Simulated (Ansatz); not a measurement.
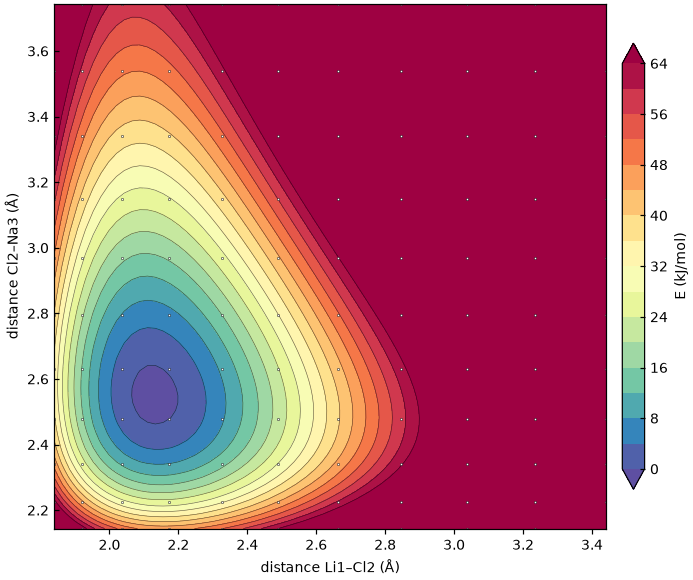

The system Li⁺ + ClNa. 
- The first coordinate is: distance Li1–Cl2; the second: distance Cl2–Na3.
- Nothing is relaxed (the angle Li1–Cl2–Na3 is fixed at 90 degrees).
- Grid: 11 × 11 points.
- All energies are given in kJ/mol relative to the lowest grid point.
- The calculation used Ansatz 0.2.0, RKS wB97X-V/def2-TZVPD.

In the figure: filled contours, dots at the grid points, one colour for all values above the top of the scale. Between grid points the surface is interpolated.

> Where is the minimum, and how stiff is the well along each coordinate?

The interpolated minimum is at distance Li1–Cl2 ≈ 2.129 Å, distance Cl2–Na3 ≈ 2.547 Å. The curvatures there are about 5.9 eV/Å² and 3.4 eV/Å², with a cross term of about 0.4 eV/Å². Round the minimum the two coordinates are weakly coupled (coupling 0.09 in units of the two stiffnesses). (1 eV is 96.5 kJ/mol.)
